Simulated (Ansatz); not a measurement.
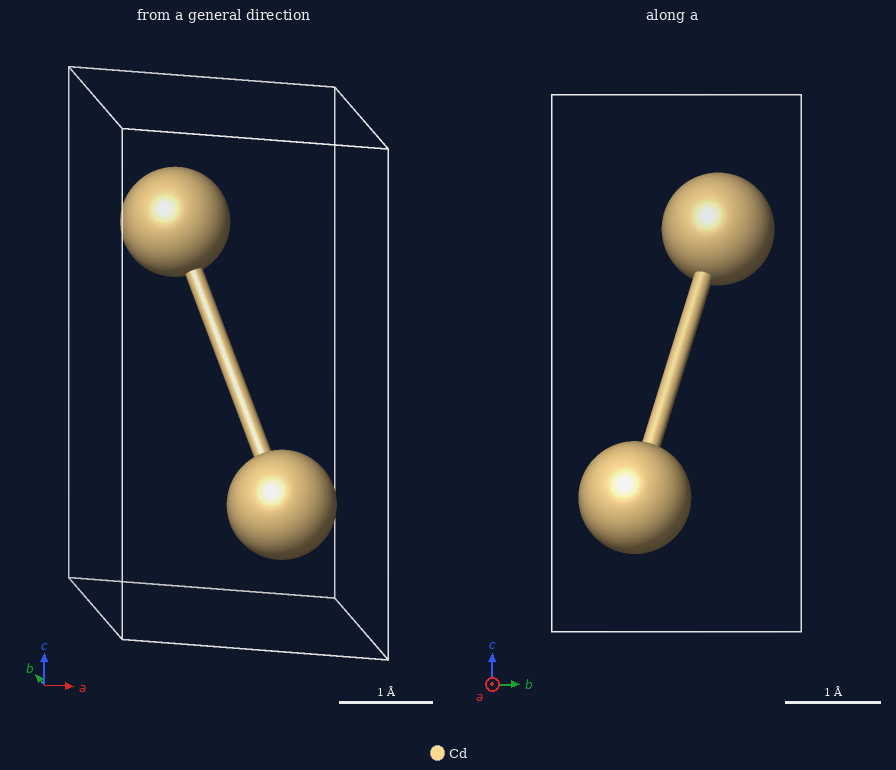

This ball-and-stick model is shown from a general direction and along the a axis. One conventional unit cell is framed, with atoms on its boundary repeated.

The lattice constants are a = 3.037 Å, b = 3.037 Å, c = 5.655 Å, α = 90.00°, β = 90.00°, γ = 120.00°.

A stick is drawn for Cd–Cd up to 3.40 Å (cut-off distances).

The composition is Cd.

> Space group?

P6_3/mmc (No. 194), with Cd on 2d.

> What structure family is shown?

Hexagonal close-packed (Mg type).

> How do the bonded atoms link up through the crystal?

The bonds build a three-dimensional framework.

It derives from the standard structure of this element. It was relaxed at fixed volume with DFT PBE, spin-orbit coupling, plane waves, PAW in Ansatz.
